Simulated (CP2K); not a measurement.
**PM6 run of CuAsNH5 (Cu(AsH3)(NH2))**

Aim: the energy difference between two shapes of CuAsNH5 (Cu(AsH3)(NH2)) at PM6, from 2 runs. 

The results are computed with CP2K 2026.2.

5 further runs of the same task are left out: 2 that didn't finish, 3 set aside as unsound or not needed.

## (1) Starting point

CuAsNH5: 8 atoms, total charge 0, spin state singlet. As SMILES, `[NH2][Cu]<-[AsH3]`. The shape comes from GFN2-xTB, which is rough for such elements, and wasn't checked as a minimum. This is one conformer, not always the lowest.

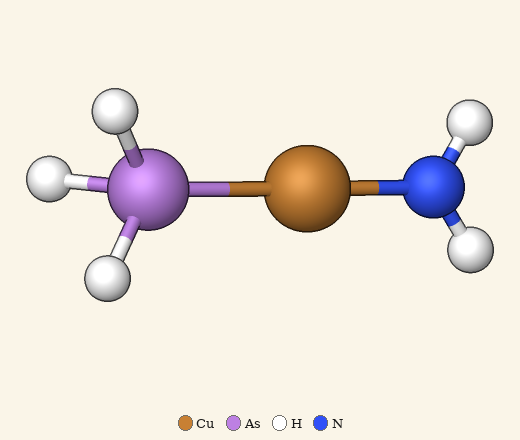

Viewed from a chosen angle; copper orange, arsenic purple, hydrogen white, nitrogen blue.

## (2) The energy at PM6

Input file gas.inp:

```
&FORCE_EVAL
  METHOD QS
  &DFT
    CHARGE 0
    MULTIPLICITY 1
    &QS
      METHOD PM6
      EPS_DEFAULT 1.0E-10
      &SE
        &COULOMB
          CUTOFF [angstrom] 50
          RC_RANGE [angstrom] 0
        &END COULOMB
        &EXCHANGE
          CUTOFF [angstrom] 50
          RC_RANGE [angstrom] 0
        &END EXCHANGE
      &END SE
    &END QS
    &POISSON
      PERIODIC NONE
      POISSON_SOLVER ANALYTIC
    &END POISSON
    &SCF
      SCF_GUESS ATOMIC
      EPS_SCF 1.0E-07
      MAX_SCF 80
      ADDED_MOS 8
      &DIAGONALIZATION
        ALGORITHM STANDARD
      &END DIAGONALIZATION
      &MIXING
        METHOD DIRECT_P_MIXING
        ALPHA 0.4
      &END MIXING
      &SMEAR ON
        METHOD FERMI_DIRAC
        ELECTRONIC_TEMPERATURE [K] 300
      &END SMEAR
    &END SCF
    &PRINT
      &MOMENTS
        PERIODIC F
        REFERENCE COM
        MAX_MOMENT 1
      &END MOMENTS
      &MO ON
        ENERGIES T
        OCCUPATION_NUMBERS T
        NDIGITS 6
        &EACH
          QS_SCF 0
        &END EACH
        ADD_LAST NUMERIC
      &END MO
      &HIRSHFELD OFF
      &END HIRSHFELD
    &END PRINT
  &END DFT
  &SUBSYS
    &CELL
      ABC [angstrom] 10.1 10 13.5
      PERIODIC NONE
    &END CELL
    &COORD
      Cu    -0.006480    -0.020740    -0.623390
      As    -0.008170    -0.039890     1.644030
      H     -1.145890    -0.530520     2.458570
      H      0.129360     1.197760     2.458400
      H      0.999740    -0.764100     2.456100
      N      0.005360    -0.029960    -2.411340
      H      0.828830     0.082330    -2.983000
      H     -0.802740     0.105110    -2.999360
    &END COORD
    &TOPOLOGY
      &CENTER_COORDINATES
      &END CENTER_COORDINATES
    &END TOPOLOGY
  &END SUBSYS
&END FORCE_EVAL
&GLOBAL
  PROJECT gas
  RUN_TYPE ENERGY
  PRINT_LEVEL MEDIUM
&END GLOBAL
```

On the command line:

```bash
OMP_NUM_THREADS=1 cp2k.psmp -i gas.inp -o gas.out
```

What it wrote:

```text
CP2K| version string:                                       CP2K version 2026.2
[...]
 GLOBAL| Method name                                                        CP2K
[...]
 GLOBAL| Run type                                                         ENERGY
[...]
                             - Atoms:                                          8
[...]
                             - Spherical basis functions:                     27
[...]
 Number of electrons:                                                         26
[...]
     1 P_Mix/Diag. 0.40E+00    0.0     0.85587331       -33.8477048884 -3.38E+01
[...]
    21 DIIS/Diag.  0.26E-07    0.0     0.00000010       -37.8578273021 -5.68E-14
  *** SCF run converged in    21 steps ***
  Core-core repulsion energy [eV]:                           1301.44339459114076
  Core Hamiltonian energy [eV]:                             -1771.49777702446227
  Two-electron integral energy [eV]:                        -1120.21897652113330
  Electronic energy [eV]:                                   -2331.60726528502892
  Electronic entropic energy:                                  -0.00000000000000
  Fermi energy:                                                 0.02799552046210
  Total energy [eV]:                                        -1030.16387069388816
  Atomic reference energy [eV]:                              1033.54174413115311
  Heat of formation [kcal/mol]:                                77.89561814180310
[...]
 SE_DIPOLE| Moment [Debye]          0.01085318      -0.57446299      -5.81396029
 SE_DIPOLE| Derivative [a.u.]       0.00000000       0.00000000       0.00000000
 ENERGY| Total FORCE_EVAL ( QS ) energy [hartree]            -37.857827302145132
[...]
```

Wall time 0.24 s (1 thread of Arm Neoverse V2, shared host).

## (3) The distorted shape at the same level

Input file job.inp:

```
&GLOBAL
  PROJECT_NAME job
  RUN_TYPE ENERGY
  PRINT_LEVEL MEDIUM
&END GLOBAL
&FORCE_EVAL
  METHOD QUICKSTEP
  &DFT
    CHARGE 0
    MULTIPLICITY 1
    ! Quickstep
    &QS
      METHOD PM6
      EPS_DEFAULT 1.0E-10
      &SE
        &COULOMB
          CUTOFF [angstrom] 50
          RC_RANGE [angstrom] 0
        &END COULOMB
        &EXCHANGE
          CUTOFF [angstrom] 50
          RC_RANGE [angstrom] 0
        &END EXCHANGE
      &END SE
    &END QS
    &POISSON
      PERIODIC NONE
      POISSON_SOLVER ANALYTIC
    &END POISSON
    &SCF
      SCF_GUESS ATOMIC
      EPS_SCF 1.0E-07
      MAX_SCF 80
      ADDED_MOS 8
      &DIAGONALIZATION
        ALGORITHM STANDARD
      &END DIAGONALIZATION
      &MIXING
        METHOD DIRECT_P_MIXING
        ALPHA 0.4
      &END MIXING
      &SMEAR ON
        METHOD FERMI_DIRAC
        ELECTRONIC_TEMPERATURE [K] 300
      &END SMEAR
    &END SCF
    ! extra output
    &PRINT
      &MOMENTS
        PERIODIC F
        REFERENCE COM
        MAX_MOMENT 1
      &END MOMENTS
      &MO ON
        ENERGIES T
        OCCUPATION_NUMBERS T
        NDIGITS 6
        &EACH
          QS_SCF 0
        &END EACH
        ADD_LAST NUMERIC
      &END MO
      &HIRSHFELD OFF
      &END HIRSHFELD
    &END PRINT
  &END DFT
  &SUBSYS
    ! vacuum box
    &CELL
      ABC [angstrom] 10.2 10 13.5
      PERIODIC NONE
    &END CELL
    &COORD
      Cu     0.001829     0.006262    -0.643727
      As     0.015189    -0.066368     1.640673
      H     -1.173256    -0.526735     2.499502
      H      0.133088     1.195071     2.483123
      H      1.016050    -0.788005     2.419827
      N      0.003289    -0.045207    -2.428503
      H      0.834112     0.107241    -2.951907
      H     -0.789176     0.117402    -3.016964
    &END COORD
    &TOPOLOGY
      &CENTER_COORDINATES
      &END CENTER_COORDINATES
    &END TOPOLOGY
  &END SUBSYS
&END FORCE_EVAL
```

On the command line:

```bash
OMP_NUM_THREADS=1 cp2k.psmp job.inp > job.out
```

What it wrote:

```text
CP2K| version string:                                       CP2K version 2026.2
[...]
 GLOBAL| Method name                                                        CP2K
[...]
 GLOBAL| Run type                                                         ENERGY
[...]
                             - Atoms:                                          8
[...]
                             - Spherical basis functions:                     27
[...]
 Number of electrons:                                                         26
[...]
     1 P_Mix/Diag. 0.40E+00    0.0     0.85493140       -33.8542133949 -3.39E+01
[...]
    21 DIIS/Diag.  0.78E-07    0.0     0.00000007       -37.8570308665 -1.42E-13
  *** SCF run converged in    21 steps ***
  Core-core repulsion energy [eV]:                           1299.36300286985011
  Core Hamiltonian energy [eV]:                             -1771.66755673849480
  Two-electron integral energy [eV]:                        -1115.67528942073136
  Electronic energy [eV]:                                   -2329.50520144886059
  Electronic entropic energy:                                  -0.00000000000000
  Fermi energy:                                                 0.02616989347243
  Total energy [eV]:                                        -1030.14219857901048
  Atomic reference energy [eV]:                              1033.54174413115311
  Heat of formation [kcal/mol]:                                78.39538902315736
[...]
 SE_DIPOLE| Moment [Debye]         -0.10191701      -0.75630279      -5.67210664
 SE_DIPOLE| Derivative [a.u.]       0.00000000       0.00000000       0.00000000
 ENERGY| Total FORCE_EVAL ( QS ) energy [hartree]            -37.857030866543326
[...]
```

Run time: 0.24 s. Hardware: 1 thread of Arm Neoverse V2, shared host.

## (4) Summary of results

At PM6:

| quantity | value |
| --- | --- |
| first shape: total energy | -37.85783 Eh |
| first shape: dipole moment | 5.84 D |
| first shape: HOMO energy | -6.42 eV |
| first shape: LUMO energy | 1.66 eV |
| first shape: HOMO–LUMO gap | 8.08 eV |
| first shape: heat of formation | 77.9 kcal/mol |
| distorted shape: total energy | -37.85703 Eh |
| distorted shape: dipole moment | 5.72 D |
| distorted shape: HOMO energy | -6.52 eV |
| distorted shape: LUMO energy | 1.61 eV |
| distorted shape: HOMO–LUMO gap | 8.12 eV |
| distorted shape: heat of formation | 78.4 kcal/mol |
| energy change with the atoms displaced | 0.022 eV |

**Reading.** With the atoms displaced the energy rises by 0.02 eV (0.5 kcal/mol). The first shape isn't relaxed at this level, so the change isn't measured from a minimum.
